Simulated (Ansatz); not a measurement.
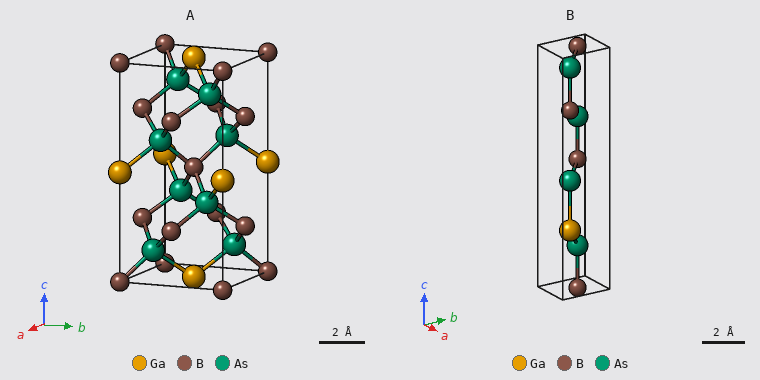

Two structures of GaB₃As₄, each relaxed to rest (conventional cells in solid outline, small ones repeated, not to one scale). Method: Ansatz, DFT PBE, scalar-relativistic, plane waves, PAW, without spin polarisation.

**What are A and B?**

A: 16 atoms a cell on a body-centred tetragonal lattice, I-42m. B: 8 atoms a cell on a primitive hexagonal lattice, P3m1.

**Compare their energies: which is lower?**

A is lower, by 49 meV/atom at this level of theory (energies at zero smearing). Volumes: A 16.0, B 16.0 Å³/atom.

One or both may be structure types tried for this composition rather than known phases.
